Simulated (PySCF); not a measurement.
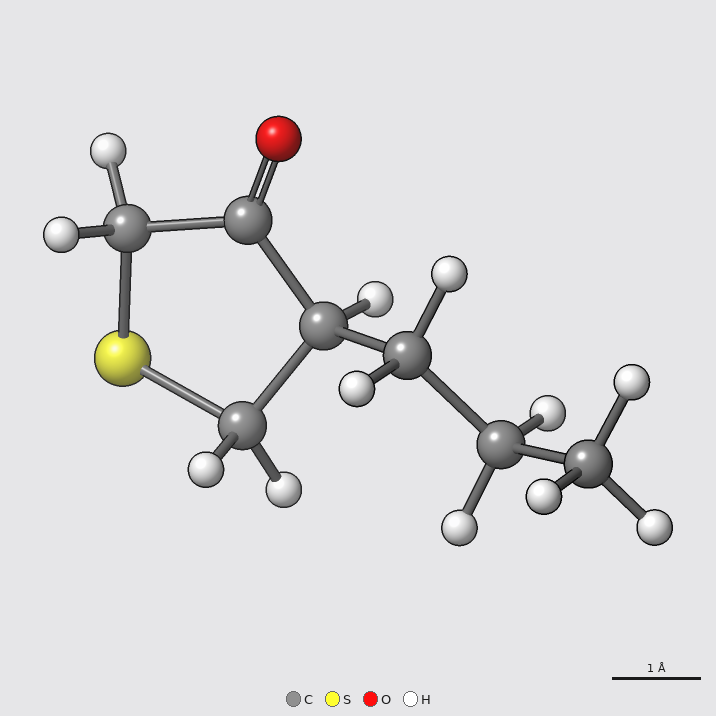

The picture shows a molecular structure as a ball-and-stick model.

The geometry was computed by an optimisation with GFN2-xTB. No frequency run is at hand to confirm it as a minimum.

Count the atoms of each element.

C7H12OS, 21 atoms: 7 carbon, 12 hydrogen, 1 oxygen and 1 sulfur.

Give a SMILES string for it.

CCC[C@H]1CSCC1=O

Give the symmetry (Schoenflies symbol).

C1.

Does it have rings?

Independent rings (smallest set): 1 of 5 members.

Count the bonded pairs by element.

12 C–H, 6 C–C, 2 C–S, 1 C–O.

More results for the same structure follow; atom numbers are the same in all pictures, views and colours differ.

**Geometry**

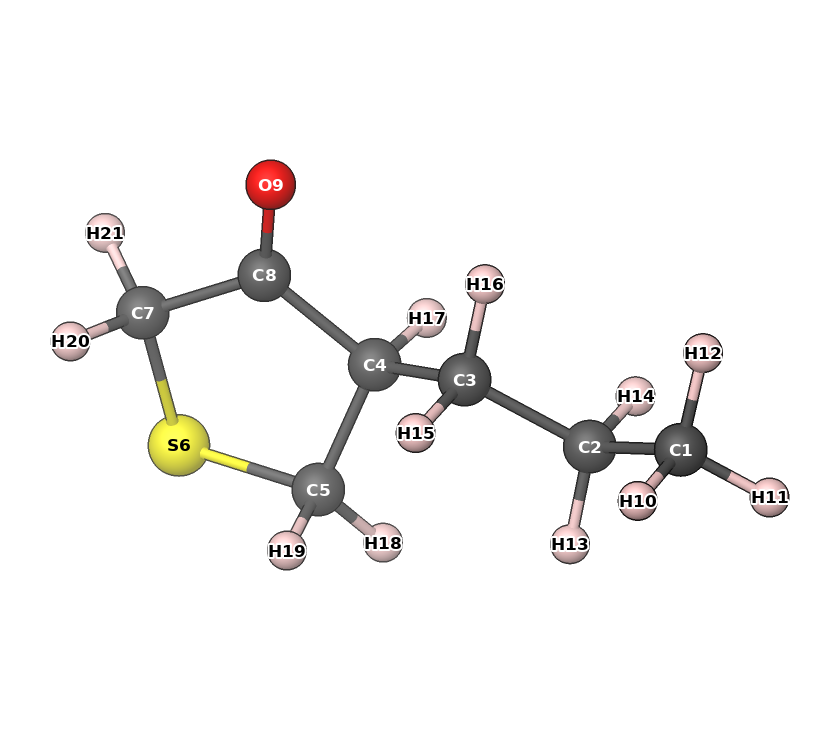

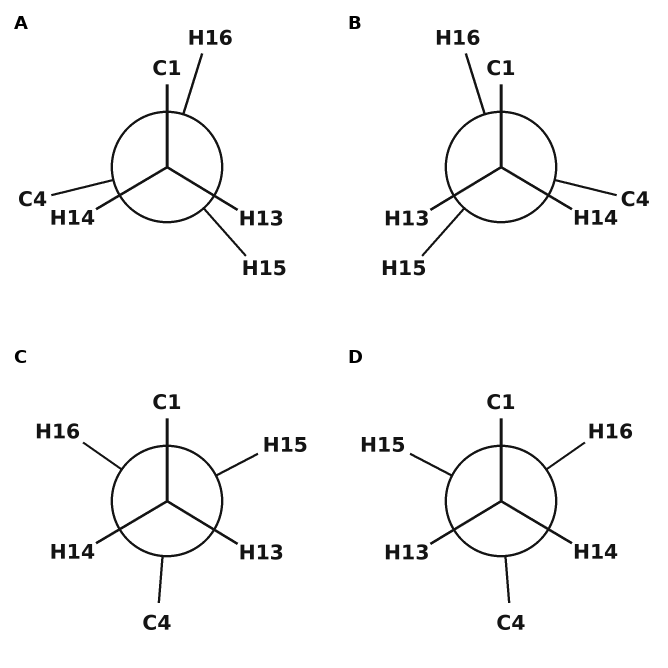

Atoms fade into the background with distance from the viewer. Bonds that would overlap in a projection are set slightly apart. No frequency run is at hand to confirm it as a minimum.

Which Newman projection shows the view along C2–C3, with C2 in front?

D. The torsion angle C1–C2–C3–C4 is 175°, antiperiplanar (anti).

**Electronic properties**

No frequency run is at hand to confirm it as a minimum. Level of theory: PBE0/pcSseg-1, gas phase (PySCF 2.14.0).

What is the LUMO energy (Kohn–Sham orbital)?

−0.86 eV.

Estimate the dipole moment.

1.81 D.

What is the HOMO energy (Kohn–Sham orbital)?

−6.64 eV.

**Quadrupole coupling**

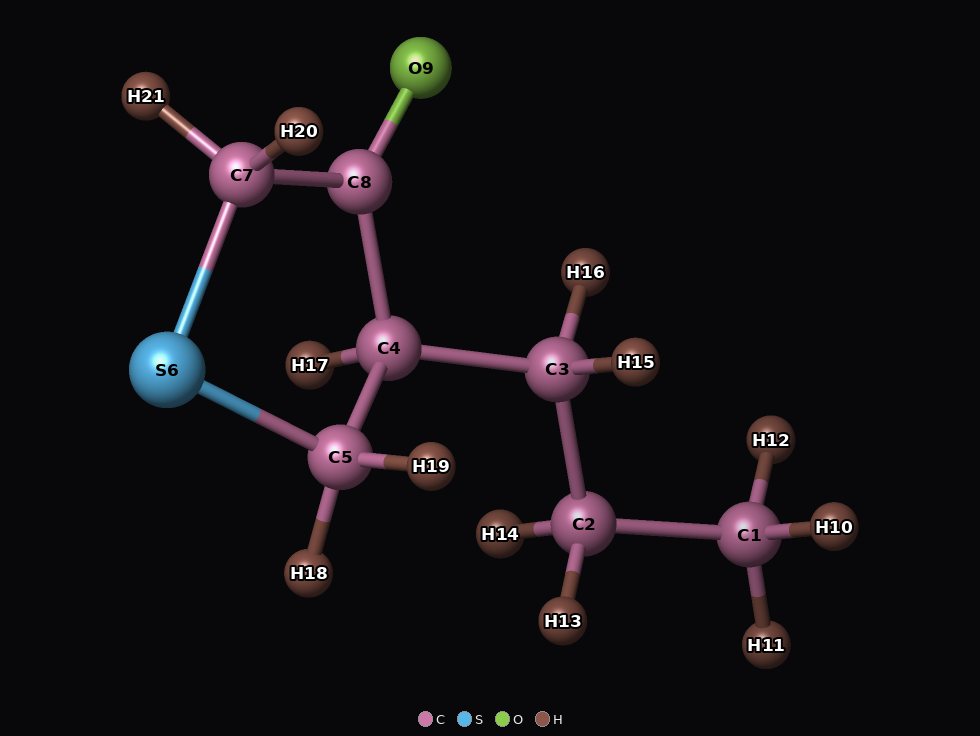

No frequency run is at hand to confirm it as a minimum. Electric field gradients from the ground-state density, PBE0/pcSseg-1 (PySCF 2.14.0), non-relativistic apart from any core potentials.

Give the largest field-gradient component, the quadrupole coupling constant and the asymmetry for 33S at S6 (Q = −67.81 mb), 17O at O9 (Q = −25.6 mb), 2H at H10 (Q = 2.86 mb), 2H at H11 (Q = 2.86 mb).

```
atom  V_zz (a.u.)  e²qQ/h (MHz)     η
  S6       −3.143          50.1  0.59
  O9       −1.893         11.39  0.49
 H10        0.315         0.212  0.02
 H11        0.317         0.213  0.02
```

**Ring current**

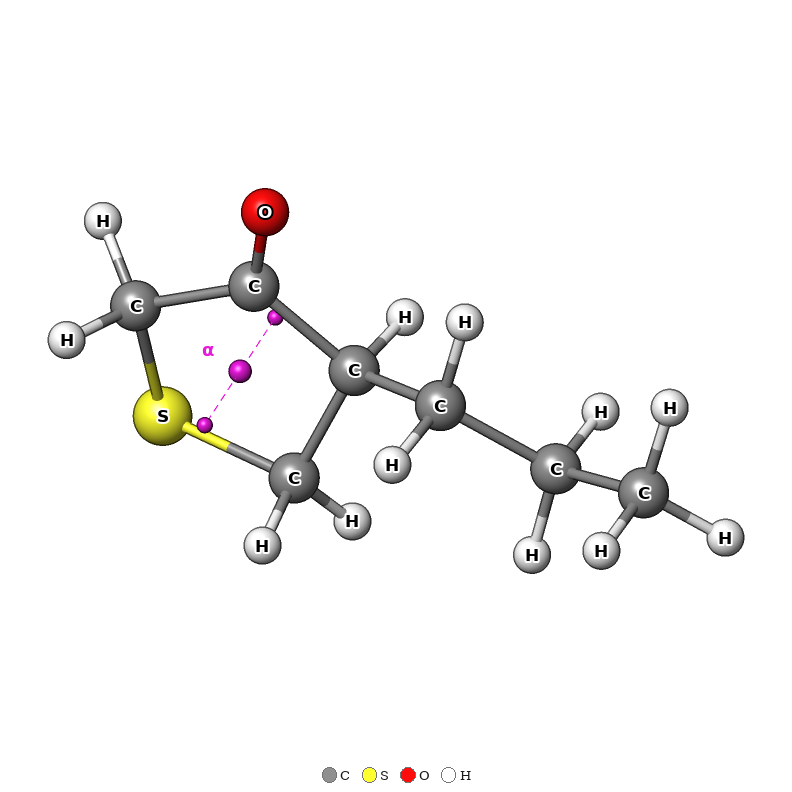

The small points mark where nucleus-independent chemical shifts (NICS) were computed: at the centre of each lettered ring and 1 Å above and below it. No frequency run is at hand to confirm it as a minimum. Level of theory: GIAO PBE0/pcSseg-1 NMR shielding, non-relativistic, gas phase (PySCF 2.14.0).

Give NICS(0), NICS(1) and the out-of-plane component NICS(1)zz for each ring (means of the two sides).

```json
{"ring": "α", "members": "C4S", "NICS(0)": "−2.4", "NICS(1)": "−3.3", "NICS(1)zz": "−2.8"}
```

Values in ppm.

What do the values say about the ring currents?

Ring α: weak, as in a non-aromatic ring. NICS is one index among several.

**NMR shielding**

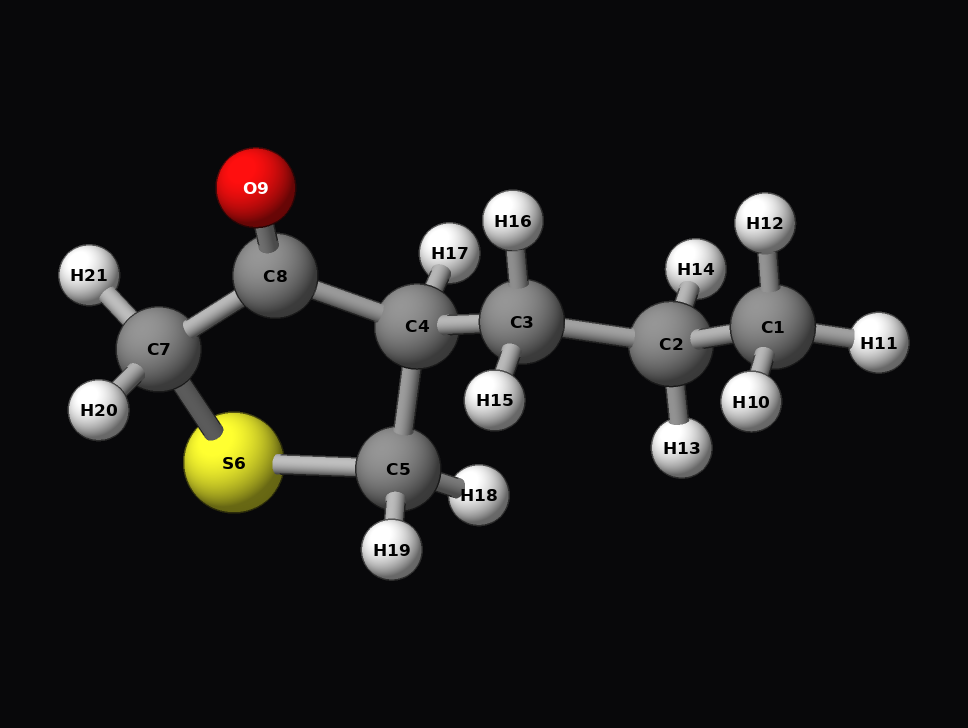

No frequency run is at hand to confirm it as a minimum. Properties computed with GIAO PBE0/pcSseg-1 NMR shielding, non-relativistic, gas phase (PySCF 2.14.0). Principal shieldings σ11 ≤ σ22 ≤ σ33, span Ω = σ33 − σ11, skew κ = 3(σiso − σ22)/Ω.

Which C atom has the most anisotropic shielding?

C8, with a span of 166 ppm.

Give the shielding tensors of the C atoms.

```json
{"atom": "C1", "σ11": "157.8", "σ22": "163.4", "σ33": "188.0", "σiso": "169.7", "Ω": "30.2", "κ": "0.63"}
{"atom": "C2", "σ11": "147.7", "σ22": "160.2", "σ33": "171.4", "σiso": "159.7", "Ω": "23.7", "κ": "−0.06"}
{"atom": "C3", "σ11": "135.0", "σ22": "145.3", "σ33": "167.5", "σiso": "149.2", "Ω": "32.5", "κ": "0.37"}
{"atom": "C4", "σ11": "112.5", "σ22": "127.8", "σ33": "154.2", "σiso": "131.5", "Ω": "41.7", "κ": "0.27"}
{"atom": "C5", "σ11": "121.7", "σ22": "152.1", "σ33": "170.6", "σiso": "148.1", "Ω": "48.8", "κ": "−0.24"}
{"atom": "C7", "σ11": "122.4", "σ22": "143.3", "σ33": "169.2", "σiso": "145.0", "Ω": "46.7", "κ": "0.10"}
{"atom": "C8", "σ11": "−108.1", "σ22": "−48.5", "σ33": "58.1", "σiso": "−32.8", "Ω": "166.2", "κ": "0.28"}
```

Shieldings and span in ppm.
